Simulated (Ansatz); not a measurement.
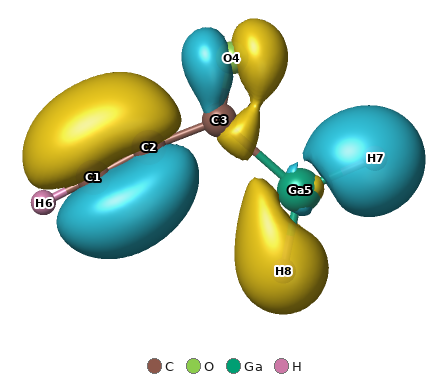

C₃H₃GaO. The HOMO−1 at ±0.08 Å⁻³ᐟ² (yellow and cyan are the two phases), seen across its widest extent.

Geometry: PBE0-D4/def2-TZVP.

Computed with RKS PBE0-D4/def2-TZVPP in Ansatz 0.2.0.

```xyz
8

C    -0.6050   -0.8240    2.0344
C     0.0160   -0.1582    1.2456
C     0.6574    0.5648    0.1708
O     1.5629    1.3479    0.3638
Ga   -0.0160    0.2260   -1.7297
H    -1.1381   -1.4014    2.7538
H     0.7111    1.0301   -2.8572
H    -1.1884   -0.7852   -1.9815
```

**Describe this orbital and give its energy.**

By Hirshfeld shares it lies mainly on C1 (about 35 %), C2 (about 25 %), Ga5 (about 10 %), H7 (about 10 %), O4 (about 5 %) and H8 (about 5 %); it is symmetric in the molecular plane (an in-plane orbital: σ, lone-pair or in-plane π type). Its energy is −8.51 eV.
